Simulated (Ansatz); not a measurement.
# InPd: pressure series

The parent structure is InPd in the CsCl type structure (space group Pm-3m, No. 221; a = 3.247 Å).

Cell and atoms are relaxed at each pressure.

Method: DFT with PBEsol, PAW potentials and a 420 eV plane-wave cutoff in Ansatz (a quantum-chemistry and plane-wave program), no spin-orbit coupling.

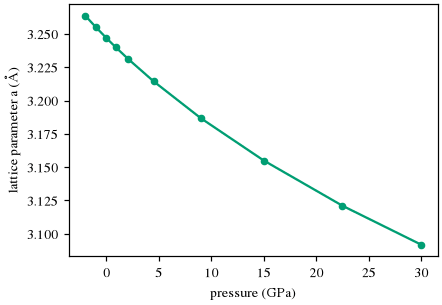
Fig. 1. Lattice parameter a against pressure

From the plot, what is the lattice parameter a for pressure −2 GPa?

About 3.26 Å.

Is the trend monotonic over the range shown?

Yes, it falls throughout, spanning 3.092 Å to 3.264 Å.

Load acts through the strain it causes; cell and atoms are relaxed under it. Stability against distortions was not tested. Competing high-pressure phases were not computed. The final runs are not spin-polarised.
